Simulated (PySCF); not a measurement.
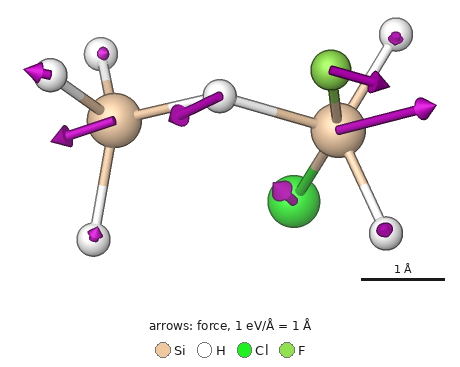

Starting geometry of Si2H6ClF (started from a transition state, displaced along its imaginary mode) with the computed forces as purple arrows. A ball-and-stick model, seen from a free direction.

The calculation used RKS PBE0-D4/def2-TZVP, density fitting in PySCF 2.14.0. 

Is this structure relaxed? If not, where do the atoms go?

Answer. It isn't relaxed: the largest force vector, on a Si atom, is 1.62 eV/Å. The final displacements follow the starting forces only in part (cosine between the two patterns 0.41). The atom that moves furthest after the best rigid fit is an H atom (1.48 Å). Largest moves by element: H 1.48 Å, Si 1.16 Å, F 0.71 Å, Cl 0.54 Å. Near-neighbour distances that change, for instance: H–Si 1.677 → 3.979 Å, Si–Si 2.728 → 4.776 Å, Cl–Si 3.034 → 3.836 Å, F–Si 1.736 → 1.589 Å. Bonds break, among them: H–Si (1.68 → 3.98 Å). Bond angles that change, for instance: Cl–Si–F 162.6° → 108.8°, H–Si–H 88.2° → 109.6°, H–Si–F 92.9° → 108.3°. Over 27 geometry steps the energy falls by 197.0 kJ/mol.
